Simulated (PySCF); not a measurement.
Vertical excitations of a molecule C3H4FNSi from TDA-PBE/def2-SVPD run with PySCF, as energy in eV (oscillator strength): 5.37 (0.005), 5.43 (0.083), 5.77 (0.000), 6.04 (0.007), 6.12 (0.185), 6.21 (0.008), 6.99 (0.002), 7.18 (0.050), 7.30 (0.000), 7.33 (0.003). Lowest triplet (TDA): 3.57 eV. Coordinates come from a ωB97X-D3(BJ)/def2-SVP optimisation. One conformer was computed; it need not be the lowest.

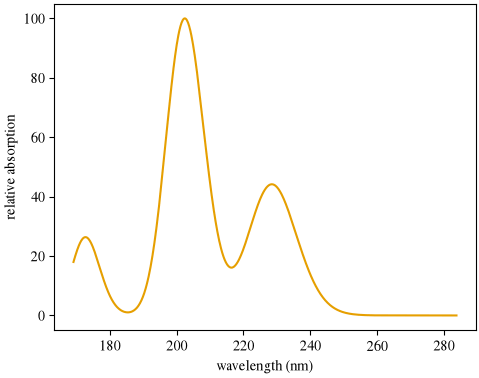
*The lines broadened by 0.4 eV.*

Question: Which molecule gave these data?
(A) C#C/C=N/[SiH2]F
(B) N#C/C=C\[SiH2]F
(C) F[Si@@H]1C=CN=C1
(D) FC1=CC=N[SiH2]1

Answer: B, N#C/C=C\[SiH2]F
